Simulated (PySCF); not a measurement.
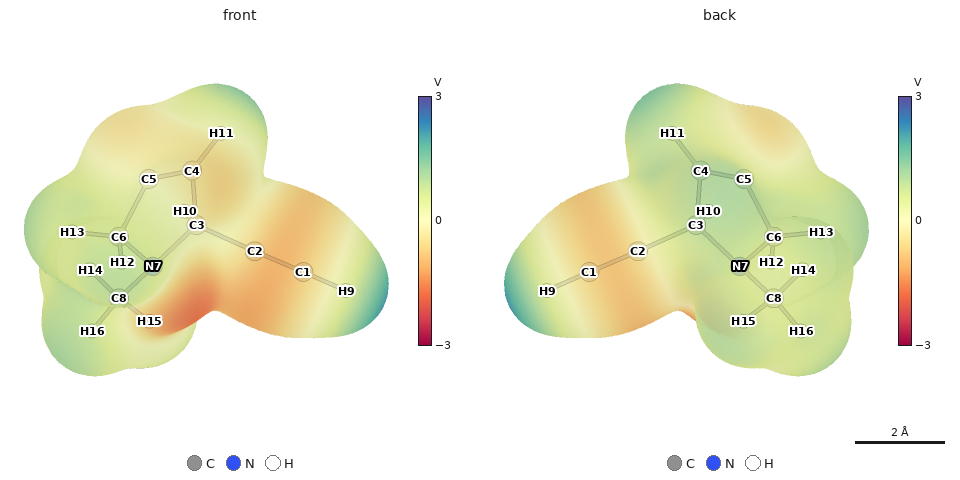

The picture shows: C7H8N (doublet). The molecular electrostatic potential painted on the density surface at 0.004 e/bohr³, seen from the front and from behind; the colour scale runs from red (negative) to blue (positive).

Geometry: GFN2-xTB.

Method: UKS B3LYP, pcH-1 on C H N, non-relativistic, mean-field spin-orbit, GIAO in PySCF 2.14.0, density-fitted response routines.

```yaml
atoms:
  - { symbol: C, position_ang: [2.8240, -1.1011, 0.4210] }
  - { symbol: C, position_ang: [1.8293, -0.5133, 0.1029] }
  - { symbol: C, position_ang: [0.6429, 0.2333, -0.2552] }
  - { symbol: C, position_ang: [0.7176, 1.7141, 0.1308] }
  - { symbol: C, position_ang: [-0.3328, 1.9966, 0.8517] }
  - { symbol: C, position_ang: [-1.2293, 0.8535, 1.1218] }
  - { symbol: N, position_ang: [-0.5320, -0.2683, 0.4782] }
  - { symbol: C, position_ang: [-1.3578, -1.1780, -0.2658] }
  - { symbol: H, position_ang: [3.6903, -1.6279, 0.6913] }
  - { symbol: H, position_ang: [0.4980, 0.1797, -1.3486] }
  - { symbol: H, position_ang: [1.5165, 2.3424, -0.2086] }
  - { symbol: H, position_ang: [-1.3289, 0.6610, 2.1955] }
  - { symbol: H, position_ang: [-2.2328, 1.0101, 0.7028] }
  - { symbol: H, position_ang: [-1.8452, -0.7103, -1.1374] }
  - { symbol: H, position_ang: [-0.7388, -2.0045, -0.6168] }
  - { symbol: H, position_ang: [-2.1285, -1.5781, 0.3923] }
```

Describe the electrostatic potential map.

Answer. The most negative region (about −1.7 V) lies over N7, the most positive (about +2.0 V) over H9. N7 is the likeliest acceptor of a hydrogen bond.
